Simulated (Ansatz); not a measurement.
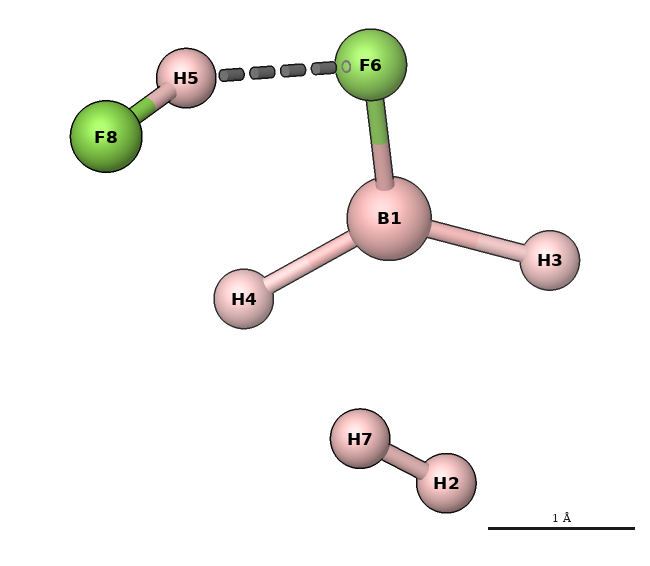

Broken lines mark hydrogen bonds. Computed geometry: PBE0-D4/def2-TZVP optimisation.

Give donor, acceptor, H···A distance and D–H···A angle of each hydrogen bond.

```csv
D–H···A,D–H (Å),H···A (Å),angle (°),kind
F8–H5···F6,0.93,1.87,157,intermolecular
```
